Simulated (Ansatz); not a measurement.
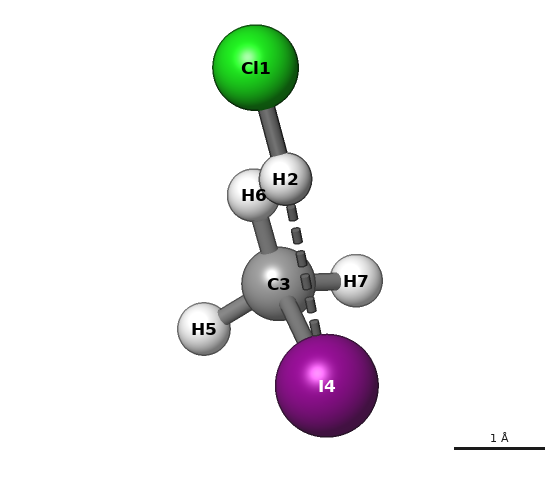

Two molecules or ions; the broken line marks their closest contact (measured against van der Waals radii). The geometry was computed by an optimisation with PBE0-D4/def2-TZVP. Program: Ansatz 0.2.0.

Which two species are they?

HCl and CH3I (`CI.Cl`).

How long is the contact?

H2···I4 is 2.66 Å.

Give the counterpoise-corrected interaction energy (kJ/mol, monomers kept as in the pair) with CCSD(T)/CBS (MP2 limit from def2-TZVPPD and def2-QZVPPD plus CCSD(T) − MP2); ωB97X-V/def2-TZVPPD; B3LYP-D4/def2-TZVPPD; revPBE-D4/def2-TZVPPD.

```
                                                                      level  interaction energy (kJ/mol)
CCSD(T)/CBS (MP2 limit from def2-TZVPPD and def2-QZVPPD plus CCSD(T) − MP2)                        −13.7
                                                        ωB97X-V/def2-TZVPPD                        −13.1
                                                       B3LYP-D4/def2-TZVPPD                        −15.4
                                                      revPBE-D4/def2-TZVPPD                        −16.4
```
